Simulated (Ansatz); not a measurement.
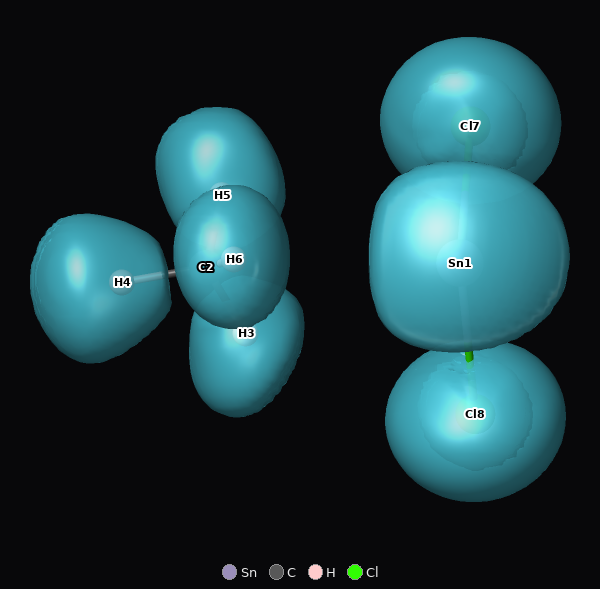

Figure. Cl₂Sn···CH₄. Isosurface of the ELF at 0.8 (cyan), seen at a tilt. Core shells and regions of very low density are left out.

Core potentials replace the inner electrons of Sn.

The calculation used Ansatz 0.2.0, RKS PBE/def2-SVP.

```xyz
8

Sn    0.0530    0.0319   -1.1480
C     1.5290   -0.0559    1.8584
H     0.7320   -0.8232    1.8059
H     2.2043   -0.2888    2.7043
H     1.0777    0.9446    2.0006
H     2.1346   -0.0648    0.9278
Cl   -1.1077    1.9847   -0.3195
Cl   -1.3956   -1.7285   -0.3373
```

> Describe the localisation domains.

The surface consists of four regions around hydrogen nuclei, one lobe on Sn, pointing away from the bonds (lone pairs) and two regions wrapped around Cl (the valence shell of each).

Values along the shortest contacts:
C2···Sn1 (3.35 Å): the ELF dips to about 0.05 between them. Sn–Cl (2.42 Å): the ELF peaks at about 0.85 in the valence shell of Cl, 0.8 Å from its nucleus, and drops to about 0.15 between the two atoms.
